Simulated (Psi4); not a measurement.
# SiH (SMILES [SiH]): UCCSD(T)/cc-pVDZ (Cholesky decomposition, cholesky tolerance 0.001, sweep point 6)

Aim: the vertical doublet–quartet gap of SiH at UCCSD(T)/cc-pVDZ (Cholesky decomposition, cholesky tolerance 0.001, sweep point 6), from 2 runs. The job is set up through a Python script.

Program for the calculation: Psi4 1.11.

2 further runs of the same task are left out: 2 set aside as unsound or not needed.

## Step 1: The molecule

SiH has 2 atoms, charge 0, and is taken as a doublet. As SMILES, `[SiH]`. The shape is that of a GFN2-xTB optimisation.

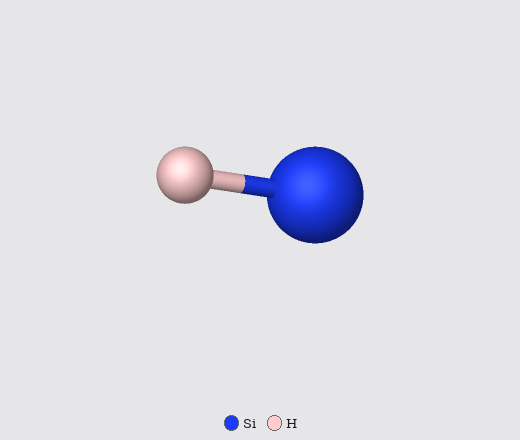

Viewed from a chosen angle; silicon blue, hydrogen pink.

## Step 2: A single-point energy at UCCSD(T)/cc-pVDZ (Cholesky decomposition, cholesky tolerance 0.001, sweep point 6)

run.py

```python
import psi4

psi4.set_memory('1600 MB')
psi4.set_num_threads(1)
psi4.core.set_output_file('hsi.out', False)

molecule = psi4.geometry("""
0 2
Si     0.00000000     0.00000000     0.00000000
H      0.00000000     0.00000000     2.86588305
units au
symmetry c1
""")

psi4.set_options({
    'basis': 'cc-pVDZ',
    'reference': 'uhf',
    'puream': True,
    'scf_type': 'cd',
    'num_frozen_docc': 5,
    'cholesky_tolerance': 0.001,
    'maxiter': 150,
})

e_tot, wfn = psi4.energy("ccsd(t)", molecule=molecule, return_wfn=True)
print(f'total energy {e_tot:.8f} hartree = {e_tot * 27.211386:.5f} eV')
for k, v in sorted(psi4.core.scalar_variables().items()):
    print(f'{k:45s} {v:18.10f}')
```

Run with:

```
$ python run.py
```

hsi.out:

```text
[...]
  Running in c1 symmetry.
[...]
  Nuclear repulsion =    4.885056283088733
[...]
  Multiplicity = 2
[...]
  Nalpha       = 8
  Nbeta        = 7
[...]
    Number of basis functions: 23
[...]
   @UHF iter   1:  -289.42127792291581   -5.92739e-01   3.21254e-03 DIIS/ADIIS
[...]
   @UHF iter  11:  -289.42885400025318   -2.95586e-12   8.73143e-09 DIIS
[...]
   @S^2 Observed:                7.660203784E-01
[...]
    Orbital Energies [Eh]
    ---------------------
    Alpha Occupied:
       1A    -68.808625     2A     -6.153849     3A     -4.263083
       4A     -4.254549     5A     -4.251912     6A     -0.658052
       7A     -0.386085     8A     -0.294518
    Alpha Virtual:
       9A      0.004385    10A      0.175539    11A      0.365949
      12A      0.445905    13A      0.448690    14A      0.480759
      15A      0.510269    16A      0.519416    17A      0.520790
      18A      0.534592    19A      0.632925    20A      0.992747
      21A      1.677189    22A      1.679758    23A      2.153839
[...]
  @UHF Final Energy:  -289.42885400025318
   => Energetics <=
    Nuclear Repulsion Energy =              4.8850562830887325
    One-Electron Energy =                -410.8993298752163810
    Two-Electron Energy =                 116.5854195918744836
    Total Energy =                       -289.4288540002531818
  UHF NO Occupations:
  HONO-2 :    6  A 1.9999160
  HONO-1 :    7  A 1.9920428
[...]
 Multipole Moments:
 ------------------------------------------------------------------------------------
     Multipole            Electronic (a.u.)      Nuclear  (a.u.)        Total (a.u.)
 ------------------------------------------------------------------------------------
 L = 1.  Multiply by 2.5417464519 to convert [e a0] to [Debye]
 Dipole X            :          0.0000000            0.0000000            0.0000000
 Dipole Y            :         -0.0000000            0.0000000           -0.0000000
 Dipole Z            :         -1.2583134            1.3711443            0.1128310
 Magnitude           :                                                    0.1128310
[...]
      * MP2 total energy                      = -289.493964651521935
[...]
      * CCSD total energy                     = -289.518299119584924
[...]
      * CCSD(T) total energy                     = -289.519953778088848
```

It took 5.1 s on 1 thread of Intel Xeon Platinum 8488C (Sapphire Rapids), shared host; peak memory 0.3 GiB.

## Step 3: The quartet at the same level

hsi.py

```python
import psi4

psi4.set_memory(1600000000)
psi4.set_num_threads(1)
psi4.core.set_output_file('output.dat', False)

geom = psi4.geometry("""
0 4
Si     0.00000000     0.00000000     0.00000000
H      0.00000000     0.00000000     2.86588305
units bohr
symmetry c1
""")

psi4.set_options({
    'basis': 'cc-pVDZ',
    'reference': 'uhf',
    'puream': True,
    'scf_type': 'cd',
    'num_frozen_docc': 5,
    'cholesky_tolerance': 0.001,
    'maxiter': 150,
})

e = psi4.energy('ccsd(t)')
print('E =', round(e, 9))
for k, v in sorted(psi4.core.scalar_variables().items()):
    print(f'{k:45s} {v:18.10f}')
```

Run with:

```
$ python hsi.py
```

output.dat:

```text
[...]
  Running in c1 symmetry.
[...]
  Nuclear repulsion =    4.885056283088733
[...]
  Multiplicity = 4
[...]
  Nalpha       = 9
  Nbeta        = 6
[...]
    Number of basis functions: 23
[...]
   @UHF iter   1:  -289.38102370295002   -5.52485e-01   3.70542e-03 ADIIS/DIIS
[...]
   @UHF iter  11:  -289.39362801611310   -2.33058e-12   9.86698e-09 DIIS
[...]
   @S^2 Observed:                3.752495916E+00
[...]
    Orbital Energies [Eh]
    ---------------------
    Alpha Occupied:
       1A    -68.813567     2A     -6.164555     3A     -4.273296
       4A     -4.273296     5A     -4.266738     6A     -0.723017
       7A     -0.470070     8A     -0.319771     9A     -0.319771
    Alpha Virtual:
      10A      0.135686    11A      0.351672    12A      0.404761
      13A      0.429541    14A      0.429541    15A      0.476540
      16A      0.476976    17A      0.478804    18A      0.478804
      19A      0.591046    20A      0.945781    21A      1.633343
      22A      1.633343    23A      2.112070
[...]
  @UHF Final Energy:  -289.39362801611310
   => Energetics <=
    Nuclear Repulsion Energy =              4.8850562830887325
    One-Electron Energy =                -410.7226937709201593
    Two-Electron Energy =                 116.4440094717183740
    Total Energy =                       -289.3936280161130981
  UHF NO Occupations:
  HONO-2 :    8  A 1.0000000
  HONO-1 :    7  A 1.0000000
[...]
 Multipole Moments:
 ------------------------------------------------------------------------------------
     Multipole            Electronic (a.u.)      Nuclear  (a.u.)        Total (a.u.)
 ------------------------------------------------------------------------------------
 L = 1.  Multiply by 2.5417464519 to convert [e a0] to [Debye]
 Dipole X            :          0.0000000            0.0000000            0.0000000
 Dipole Y            :          0.0000000            0.0000000            0.0000000
 Dipole Z            :         -1.5024942            1.3711443           -0.1313499
 Magnitude           :                                                    0.1313499
[...]
      * MP2 total energy                      = -289.443808344145111
[...]
      * CCSD total energy                     = -289.461336386713754
[...]
      * CCSD(T) total energy                     = -289.462918995633402
```

Run time: 5.7 s. Hardware: 1 thread of Intel Xeon Platinum 8488C (Sapphire Rapids), shared host; peak memory 0.3 GiB.

## Step 4: What came out

Level: UCCSD(T)/cc-pVDZ (Cholesky decomposition, cholesky tolerance 0.001, sweep point 6), 5 core orbitals frozen.

```
                                                           quantity          value
                                              doublet: total energy  -289.51995 Eh
doublet: HOMO energy (Hartree–Fock orbitals) (highest over α and β)       -8.01 eV
 doublet: LUMO energy (Hartree–Fock orbitals) (lowest over α and β)        0.12 eV
               doublet: correlation energy (5 core orbitals frozen)      -90.8 mEh
                                            doublet: (T) correction      -1.65 mEh
                         doublet: ⟨S²⟩ of the reference determinant          0.766
                                             doublet: T1 diagnostic          0.023
                                              quartet: total energy  -289.46292 Eh
quartet: HOMO energy (Hartree–Fock orbitals) (highest over α and β)       -8.70 eV
 quartet: LUMO energy (Hartree–Fock orbitals) (lowest over α and β)       -0.40 eV
               quartet: correlation energy (5 core orbitals frozen)      -69.0 mEh
                                            quartet: (T) correction      -1.58 mEh
                         quartet: ⟨S²⟩ of the reference determinant          3.752
                                             quartet: T1 diagnostic          0.040
                   vertical energy of the quartet above the doublet       1.552 eV
```

In words: At this shape the quartet lies 1.55 eV (150 kJ/mol) above the doublet. The triples (doublet) make up 1.8 % of the correlation energy. The triples (quartet) make up 2.3 % of the correlation energy.
